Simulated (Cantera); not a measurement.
Input: 1 mol TiC, 0.41 mol C, 1.8 mol H₂, held at 0.0100 bar.

Equilibrium computed with Cantera from the NASA thermochemical tables; the gas is ideal and each condensed phase is pure. Candidate condensed phases: C, C₆H₆, C₇H₈, C₈H₁₈, Ti, TiC; 77 gas species. TiC: taken at fixed stoichiometry. Kinetics and transport are ignored.

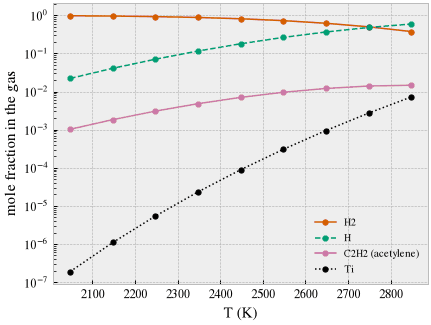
Figure: Equilibrium gas composition (values under 1e-9 drawn at 1e-9)

Problem. Read off the mole fractions at 2148 K.

Solution. H₂ about 0.96, H about 0.041, C₂H₂ (acetylene) about 0.0018, Ti about 1.1e-6.
